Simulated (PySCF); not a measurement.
**[Pb(OH)3(NH3)]+: other functionals and bases at one geometry**

How far do other levels of theory move the description of [Pb(OH)3(NH3)]+, and what does each cost? It is a constructed species; whether it can be made isn't addressed.

Computed with PySCF 2.14.0. Level: several levels, as the steps say, no spin–orbit coupling.

1 further run of the same task is left out (for a known fault of the program).

**1. The starting structure**

11 atoms, charge 1, spin multiplicity 1.

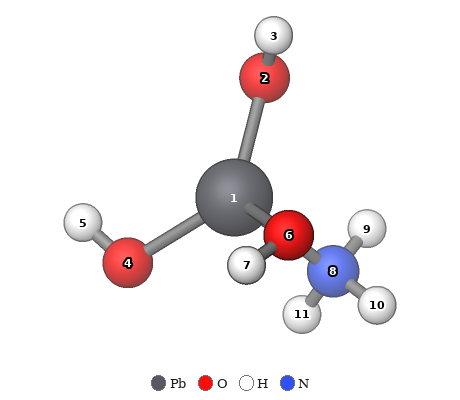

The geometry (lead dark grey, oxygen red, hydrogen white, nitrogen blue); atoms are numbered from 1 in the order of the file.

Geometry (Å):

```xyz
11

Pb    0.1194   -0.1452    0.2101
O     0.6733    1.4129    1.4226
H     1.6304    1.4050    1.5914
O    -1.4403   -1.3548    0.7694
H    -1.5036   -1.4183    1.7371
O     1.4124   -0.7843   -1.2472
H     1.4165   -1.7547   -1.3071
N    -1.1739    1.1911   -1.1993
H    -1.1286    2.1731   -0.9087
H    -0.8429    1.1323   -2.1678
H    -2.1565    0.8989   -1.1815
```

Formal oxidation states: Pb +4. An earlier session relaxed this geometry at PBE0, Pb def2-SVP with ECP60, O def2-SVP, H def2-SVP, N def2-SVP (singlet, point group C1).

At PBE0 on the finer grid: E = -476.097490 Eh, HOMO -13.64 eV, LUMO -8.33 eV, Mulliken charge on Pb1 +1.16 e, largest force component 0.012 eV/Å. 

Levels to run: TPSSh; r2SCAN; PBE0, TZVP. Hardware: 2 threads of Intel Xeon Platinum 8488C (Sapphire Rapids), shared host.

**2. TPSSh**

run.py (the lines that set the calculation) reads:

```python
mol = gto.M(atom='''
Pb     0.11937    -0.14520     0.21013
O      0.67332     1.41287     1.42256
H      1.63043     1.40504     1.59144
O     -1.44034    -1.35479     0.76943
H     -1.50356    -1.41832     1.73709
O      1.41242    -0.78432    -1.24725
H      1.41653    -1.75468    -1.30705
N     -1.17387     1.19114    -1.19931
H     -1.12859     2.17313    -0.90868
H     -0.84287     1.13228    -2.16780
H     -2.15647     0.89892    -1.18150''',
    basis={'Pb': 'def2-SVP', 'O': 'def2-SVP', 'H': 'def2-SVP', 'N': 'def2-SVP'},
    ecp={'Pb': 'def2-SVP'},
    charge=1, spin=0)
mf = dft.RKS(mol, xc='TPSSH')
mf.grids.atom_grid = (75, 302)
mf = mf.density_fit()  # fitting sets: Pb def2-universal-JKFIT, O def2-universal-JKFIT, H def2-universal-JKFIT, N def2-universal-JKFIT
mf.conv_tol = 1e-08; mf.max_cycle = 55
mf.kernel(dm0)  # dm0: the density of the relaxed state
```

Launch:

```bash
OMP_NUM_THREADS=2 python run.py
```

Standard output:

```text
init E= -476.346116999115
  HOMO = -0.465579049196391  LUMO = -0.321067358942265  gap/eV = 3.93236
cycle= 1 E= -476.347497970745  delta_E= -0.00138  |g|= 0.0126  |ddm|= 0.145
  HOMO = -0.464775220599182  LUMO = -0.31947195625958  gap/eV = 3.95390
cycle= 2 E= -476.347513667686  delta_E= -1.57e-05  |g|= 0.00851  |ddm|= 0.0238
  HOMO = -0.465297583112556  LUMO = -0.320479464474094  gap/eV = 3.94070
cycle= 3 E= -476.347527042221  delta_E= -1.34e-05  |g|= 0.00406  |ddm|= 0.0142
  HOMO = -0.465455101149392  LUMO = -0.32056862948  gap/eV = 3.94256
cycle= 4 E= -476.347530179541  delta_E= -3.14e-06  |g|= 0.00157  |ddm|= 0.00488
  HOMO = -0.465398900251052  LUMO = -0.320479516213286  gap/eV = 3.94346
cycle= 5 E= -476.347530570933  delta_E= -3.91e-07  |g|= 0.00079  |ddm|= 0.00185
  HOMO = -0.465355520123686  LUMO = -0.320466618460848  gap/eV = 3.94263
cycle= 6 E= -476.347530705296  delta_E= -1.34e-07  |g|= 0.000195  |ddm|= 0.000845
  HOMO = -0.465374109286561  LUMO = -0.320476065897605  gap/eV = 3.94288
cycle= 7 E= -476.347530712247  delta_E= -6.95e-09  |g|= 7.02e-05  |ddm|= 0.000202
  HOMO = -0.465364746944328  LUMO = -0.320474372920685  gap/eV = 3.94267
Extra cycle  E= -476.347530709425  delta_E= 2.82e-09  |g|= 0.000133  |ddm|= 0.000196
converged SCF energy = -476.347530709425
```

It took 11 s on 2 threads of Intel Xeon Platinum 8488C (Sapphire Rapids), shared host.

It gives: E = -476.347531 Eh, HOMO -12.66 eV, LUMO -8.72 eV, Mulliken charge on Pb1 +1.11 e, largest force component 0.314 eV/Å. 

**3. r2SCAN**

Edit run.py (the lines that set the calculation) of step 2 so:

```diff
@@ -15,3 +15,3 @@
     charge=1, spin=0)
-mf = dft.RKS(mol, xc='TPSSH')
+mf = dft.RKS(mol, xc='R2SCAN')
 mf.grids.atom_grid = (75, 302)
```

Launch:

```bash
OMP_NUM_THREADS=2 python run.py
```

Standard output:

```text
init E= -476.35468813165
  HOMO = -0.451565924050559  LUMO = -0.335352625009183  gap/eV = 3.16232
cycle= 1 E= -476.356505757504  delta_E= -0.00182  |g|= 0.0233  |ddm|= 0.219
  HOMO = -0.451328541359025  LUMO = -0.332321023474112  gap/eV = 3.23836
cycle= 2 E= -476.35633470657  delta_E= 0.000171  |g|= 0.0357  |ddm|= 0.0923
  HOMO = -0.450011250328357  LUMO = -0.332855272891777  gap/eV = 3.18798
cycle= 3 E= -476.356632709496  delta_E= -0.000298  |g|= 0.0104  |ddm|= 0.0555
  HOMO = -0.45106296398624  LUMO = -0.333870655046979  gap/eV = 3.18897
cycle= 4 E= -476.356653717586  delta_E= -2.1e-05  |g|= 0.00138  |ddm|= 0.00909
  HOMO = -0.451113563744785  LUMO = -0.333844648701668  gap/eV = 3.19105
cycle= 5 E= -476.356653677611  delta_E= 4e-08  |g|= 0.00145  |ddm|= 0.00256
  HOMO = -0.451023553251066  LUMO = -0.333822690118744  gap/eV = 3.18920
cycle= 6 E= -476.35665413409  delta_E= -4.56e-07  |g|= 0.000406  |ddm|= 0.00167
  HOMO = -0.451031173826611  LUMO = -0.333818385429712  gap/eV = 3.18952
cycle= 7 E= -476.356654170608  delta_E= -3.65e-08  |g|= 8.77e-05  |ddm|= 0.000418
  HOMO = -0.451031252819126  LUMO = -0.333819878474007  gap/eV = 3.18948
cycle= 8 E= -476.356654172384  delta_E= -1.78e-09  |g|= 1.26e-05  |ddm|= 9.41e-05
  HOMO = -0.451033327368148  LUMO = -0.333820443724179  gap/eV = 3.18953
Extra cycle  E= -476.356654172144  delta_E= 2.39e-10  |g|= 3.45e-05  |ddm|= 4.93e-05
converged SCF energy = -476.356654172144
```

Run time: 12 s. Hardware: 2 threads of Intel Xeon Platinum 8488C (Sapphire Rapids), shared host.

Result: E = -476.356654 Eh, HOMO -12.27 eV, LUMO -9.08 eV, Mulliken charge on Pb1 +1.13 e, largest force component 0.277 eV/Å. 

**4. PBE0, TZVP**

Basis: Pb def2-TZVP with ECP60, O def2-TZVP, H def2-TZVP, N def2-TZVP. 

Edit run.py (the lines that set the calculation) of step 3 so:

```diff
@@ -12,6 +12,6 @@
 H     -2.15647     0.89892    -1.18150''',
-    basis={'Pb': 'def2-SVP', 'O': 'def2-SVP', 'H': 'def2-SVP', 'N': 'def2-SVP'},
-    ecp={'Pb': 'def2-SVP'},
+    basis={'Pb': 'def2-TZVP', 'O': 'def2-TZVP', 'H': 'def2-TZVP', 'N': 'def2-TZVP'},
+    ecp={'Pb': 'def2-TZVP'},
     charge=1, spin=0)
-mf = dft.RKS(mol, xc='R2SCAN')
+mf = dft.RKS(mol, xc='PBE0')
 mf.grids.atom_grid = (75, 302)
@@ -19,2 +19,2 @@
 mf.conv_tol = 1e-08; mf.max_cycle = 55
-mf.kernel(dm0)  # dm0: the density of the relaxed state
+mf.kernel(dm0)  # dm0: free metal ions and neutral atoms
```

Launch:

```bash
OMP_NUM_THREADS=2 python run.py
```

Standard output:

```text
init E= -480.257322318748
  HOMO = -0.562523970532109  LUMO = -0.455971862812326  gap/eV = 2.89943
cycle= 1 E= -476.292038713623  delta_E= 3.97  |g|= 0.812  |ddm|= 2.75
  HOMO = -0.403664475390499  LUMO = -0.234256046567406  gap/eV = 4.60984
cycle= 2 E= -476.25905518979  delta_E= 0.033  |g|= 1.02  |ddm|=  1.6
  HOMO = -0.501141639807671  LUMO = -0.301956108484532  gap/eV = 5.42011
cycle= 3 E= -476.459973936938  delta_E= -0.201  |g|= 0.194  |ddm|= 0.638
  HOMO = -0.50127047878943  LUMO = -0.313355303814912  gap/eV = 5.11343
cycle= 4 E= -476.464641721682  delta_E= -0.00467  |g|= 0.122  |ddm|= 0.308
  HOMO = -0.509513221108698  LUMO = -0.314197006708216  gap/eV = 5.31482
cycle= 5 E= -476.467491185247  delta_E= -0.00285  |g|= 0.0261  |ddm|= 0.134
  HOMO = -0.508171404520453  LUMO = -0.311936628483455  gap/eV = 5.33982
cycle= 6 E= -476.46760034676  delta_E= -0.000109  |g|= 0.00988  |ddm|= 0.0192
  HOMO = -0.507875143945071  LUMO = -0.312077643223265  gap/eV = 5.32792
cycle= 7 E= -476.467612886135  delta_E= -1.25e-05  |g|= 0.00602  |ddm|= 0.00989
  HOMO = -0.50821148621842  LUMO = -0.312146387945141  gap/eV = 5.33520
cycle= 8 E= -476.467619860543  delta_E= -6.97e-06  |g|= 0.00129  |ddm|= 0.00469
  HOMO = -0.508128319797515  LUMO = -0.312104099290647  gap/eV = 5.33409
cycle= 9 E= -476.46762018908  delta_E= -3.29e-07  |g|= 0.000186  |ddm|= 0.00105
  HOMO = -0.508135770844777  LUMO = -0.312102927877834  gap/eV = 5.33433
cycle= 10 E= -476.467620197856  delta_E= -8.78e-09  |g|= 7.59e-05  |ddm|= 0.000218
  HOMO = -0.508143144336812  LUMO = -0.312110868262899  gap/eV = 5.33431
Extra cycle  E= -476.467620196727  delta_E= 1.13e-09  |g|= 0.000115  |ddm|= 0.000132
converged SCF energy = -476.467620196727
```

Wall time 20 s (2 threads of Intel Xeon Platinum 8488C (Sapphire Rapids), shared host).

It gives: E = -476.467620 Eh, HOMO -13.83 eV, LUMO -8.49 eV, Mulliken charge on Pb1 +1.30 e, largest force component 0.470 eV/Å. 

**5. Results**

| level | state | HOMO (eV) | gap (eV) | charge on Pb1 (e) | dipole (D) | largest force (eV/Å) | basis functions | time |
| --- | --- | --- | --- | --- | --- | --- | --- | --- |
| PBE0 (relaxed here) | singlet | -13.64 | 5.31 | 1.16 | 2.90 | 0.01 | 112 | 20 s |
| TPSSh | singlet | -12.66 | 3.94 | 1.11 | 2.94 | 0.31 | 112 | 11 s |
| r2SCAN | singlet | -12.27 | 3.19 | 1.13 | 2.97 | 0.28 | 112 | 12 s |
| PBE0, TZVP | singlet | -13.83 | 5.33 | 1.30 | 2.97 | 0.47 | 210 | 20 s |

Times are on 2 threads of Intel Xeon Platinum 8488C (Sapphire Rapids), shared host; the first row also made further properties. The dipole of a charged species depends on the origin, so these sizes hold for this origin alone.

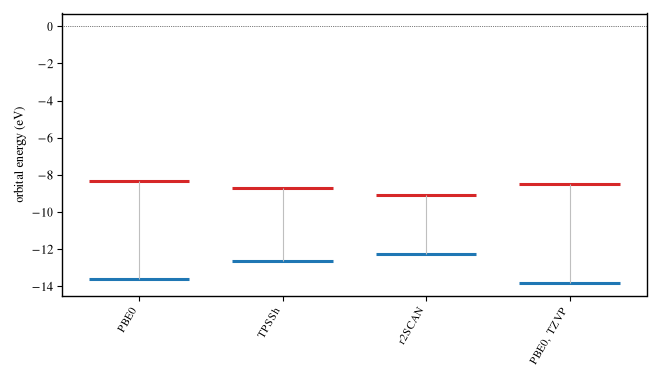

Highest filled and lowest empty level, method by method.

In one basis the HOMO–LUMO gap runs from 3.19 eV (r2SCAN) to 5.31 eV (PBE0). The largest leftover force, 0.47 eV/Å with PBE0, TZVP, stands at a geometry relaxed at another level. The Mulliken charge on Pb spans +1.11 to +1.30 e over the levels. Total energies of different levels can't be compared. Spin–orbit coupling is left out throughout.
